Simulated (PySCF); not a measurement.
# BeSi₂H₆: magnetic properties

What do calculations give for the magnetic properties of BeSi₂H₆ (`[SiH3][Be][SiH3]`)?

Programs: PySCF 2.14.0, with routines of our own; each step states its level. All values are computed. Atoms count from 0.

## (1) The starting structure

9 atoms, charge 0, multiplicity 1; geometry from: GFN2-xTB.

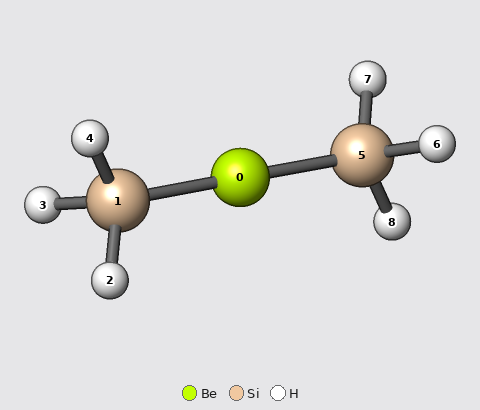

The starting geometry (beryllium green, silicon light orange, hydrogen white); sticks join atoms by distance alone.

## (2) Magnetic properties: GIAO B3LYP/def2-SVP

What the job is given:

```
{"job": {"kind": "mag", "xc": "B3LYP", "basis": "def2-SVP"}, "charge": 0, "multiplicity": 1}
Be     0.010980     0.011300     0.000260
Si    -0.000430    -0.010090     2.197070
H      0.851020    -1.022990     2.846620
H     -1.297750    -0.265800     2.847920
H      0.432660     1.217460     2.885350
Si     0.005010     0.015390    -2.195760
H      1.265740     0.373800    -2.869280
H     -0.941690     0.937430    -2.848370
H     -0.325560    -1.256490    -2.863820
```

With the program's defaults for keys left out, this is: GIAO B3LYP/def2-SVP magnetisability, rotational g tensor and spin-rotation constants, non-relativistic, gas phase.

The run is started by

```
$ OMP_NUM_THREADS=1 python excited_run.py task.json out
```

This one command runs all jobs of the session in turn.

Log:

```text
coarse grid: 8032 points
cycle   1  E = -597.0652443722  dE = -2.179e-01  |g| = 1.591e-01  |ddm| = 2.689e+00
cycle   2  E = -597.0706470449  dE = -5.403e-03  |g| = 1.126e-01  |ddm| = 4.556e-01
cycle   3  E = -597.0776050743  dE = -6.958e-03  |g| = 1.584e-02  |ddm| = 2.305e-01
cycle   4  E = -597.0777423063  dE = -1.372e-04  |g| = 2.356e-03  |ddm| = 3.157e-02
cycle   5  E = -597.0777446180  dE = -2.312e-06  |g| = 7.660e-04  |ddm| = 6.182e-03
final grid: 67112 points
cycle   6  E = -597.1462057133  dE = -3.102e-06  |g| = 3.890e-04  |ddm| = 9.360e-03
cycle   7  E = -597.1462057471  dE = -3.380e-08  |g| = 1.296e-04  |ddm| = 9.010e-04
cycle   8  E = -597.1462057524  dE = -5.292e-09  |g| = 4.246e-05  |ddm| = 2.535e-04
cycle   9  E = -597.1462057533  dE = -9.001e-10  |g| = 4.715e-06  |ddm| = 8.368e-05
converged SCF energy = -597.1462057533

Magnetisability tensor (1e-30 J/T^2)
     -745.90       -0.65        0.31
       -0.65     -746.23        0.36
        0.31        0.36     -917.58
isotropic -803.23   principal values    -917.58   -746.74   -745.39
isotropic susceptibility -48.372 1e-6 cm^3/mol

Inertial axes            a          b          c
rot. const./GHz     48.2793     1.5567     1.5567
chi total           -55.258    -44.929    -44.929
chi diamagnetic    -109.232   -878.167   -878.167
chi paramagnetic     53.975    833.238    833.238
quadrupole/D A      -10.885      5.442      5.442
g nuclear            0.9994     0.5875     0.5875
g electronic        -1.2242    -0.6094    -0.6094
g total             -0.2248    -0.0218    -0.0218

Spin-rotation constants (kHz, H = +C I.J)
atom  isotope        aa         bb         cc
  0    9Be       -0.251     -0.163     -0.163
  2     1H       -3.314     -0.079     -0.079
  3     1H       -3.318     -0.079     -0.079
  4     1H       -3.224     -0.080     -0.080
  6     1H       -3.231     -0.080     -0.080
  7     1H       -3.307     -0.079     -0.079
  8     1H       -3.294     -0.079     -0.079
  1   29Si*     -19.024     -0.582     -0.582
* in the singly substituted isotopologue
```

Run time: 8 s. Hardware: 1 thread of AMD EPYC, shared host; peak memory 0.43 GiB.

From this job:

```csv
quantity,value
magnetisability,-803·10⁻³⁰ J/T²
molar susceptibility,-48.4·10⁻⁶ cm³/mol
"rotational g (a, b, c)","-0.2248, -0.0218, -0.0218"
```

## (3) Magnetic properties: GIAO HSE06/def2-SVP

Settings changed since step 2:

```diff
@@ -1,2 +1,2 @@
-{"job": {"kind": "mag", "xc": "B3LYP", "basis": "def2-SVP"}, "charge": 0, "multiplicity": 1}
+{"job": {"kind": "mag", "xc": "HSE06", "basis": "def2-SVP"}, "charge": 0, "multiplicity": 1}
 Be     0.010980     0.011300     0.000260
```

Level: GIAO HSE06/def2-SVP magnetisability, rotational g tensor and spin-rotation constants, non-relativistic, gas phase.

Log:

```text
coarse grid: 8032 points
cycle   1  E = -596.7619230550  dE = -2.158e-01  |g| = 1.482e-01  |ddm| = 2.685e+00
cycle   2  E = -596.7655313660  dE = -3.608e-03  |g| = 1.140e-01  |ddm| = 4.582e-01
cycle   3  E = -596.7727048370  dE = -7.173e-03  |g| = 1.573e-02  |ddm| = 2.340e-01
cycle   4  E = -596.7728421961  dE = -1.374e-04  |g| = 3.661e-03  |ddm| = 3.290e-02
cycle   5  E = -596.7728476822  dE = -5.486e-06  |g| = 5.204e-04  |ddm| = 7.564e-03
final grid: 67112 points
cycle   6  E = -596.8454692017  dE = -6.122e-06  |g| = 1.236e-03  |ddm| = 2.457e-02
cycle   7  E = -596.8454694453  dE = -2.436e-07  |g| = 7.327e-04  |ddm| = 3.145e-03
cycle   8  E = -596.8454695952  dE = -1.499e-07  |g| = 7.083e-05  |ddm| = 1.380e-03
cycle   9  E = -596.8454695975  dE = -2.268e-09  |g| = 1.930e-05  |ddm| = 1.496e-04
cycle  10  E = -596.8454695977  dE = -2.105e-10  |g| = 1.785e-06  |ddm| = 3.829e-05
converged SCF energy = -596.8454695977

Magnetisability tensor (1e-30 J/T^2)
     -757.60       -0.65        0.32
       -0.65     -757.93        0.39
        0.32        0.39     -933.85
isotropic -816.46   principal values    -933.86   -758.43   -757.09
isotropic susceptibility -49.168 1e-6 cm^3/mol

Inertial axes            a          b          c
rot. const./GHz     48.2793     1.5567     1.5567
chi total           -56.238    -45.634    -45.634
chi diamagnetic    -109.144   -877.654   -877.654
chi paramagnetic     52.906    832.020    832.020
quadrupole/D A      -10.403      5.202      5.202
g nuclear            0.9994     0.5875     0.5875
g electronic        -1.2000    -0.6085    -0.6085
g total             -0.2006    -0.0209    -0.0209

Spin-rotation constants (kHz, H = +C I.J)
atom  isotope        aa         bb         cc
  0    9Be       -0.243     -0.163     -0.163
  2     1H       -3.318     -0.079     -0.079
  3     1H       -3.322     -0.079     -0.079
  4     1H       -3.229     -0.081     -0.081
  6     1H       -3.236     -0.080     -0.080
  7     1H       -3.311     -0.079     -0.079
  8     1H       -3.299     -0.079     -0.079
  1   29Si*     -18.879     -0.572     -0.572
* in the singly substituted isotopologue
```

Run time: 12 s. Hardware: 1 thread of AMD EPYC, shared host; peak memory 0.44 GiB.

In short:

```csv
quantity,value
magnetisability,-816·10⁻³⁰ J/T²
molar susceptibility,-49.2·10⁻⁶ cm³/mol
"rotational g (a, b, c)","-0.2006, -0.0209, -0.0209"
```

## (4) Magnetic properties side by side

```csv
level,ξ (10⁻³⁰ J/T²),g(a),g(b),gap (eV),functions,time
GIAO B3LYP/def2-SVP,-803,-0.2248,-0.0218,5.44,75,8 s
GIAO HSE06/def2-SVP,-816,-0.2006,-0.0209,5.02,75,12 s
```

## (5) Summary of results

| quantity | value |
| --- | --- |
| magnetisability (step 2, GIAO B3LYP/def2-SVP) | -803·10⁻³⁰ J/T² |
| molar susceptibility (step 2, GIAO B3LYP/def2-SVP) | -48.4·10⁻⁶ cm³/mol |
| rotational g (a, b, c) (step 2, GIAO B3LYP/def2-SVP) | -0.2248, -0.0218, -0.0218 |
| magnetisability over the levels | -816 to -803·10⁻³⁰ J/T² |

In words: The geometry comes from tight binding, which is rough for metal atoms, and these values hang on it. The magnetisability spreads by 1.6 % over 2 levels, from GIAO HSE06/def2-SVP (12 s) to GIAO B3LYP/def2-SVP (8 s); the runs took 8 s to 12 s. Two levels can agree by chance, so this spread shows no convergence. Vibrational averaging and real surroundings are missing from these values.
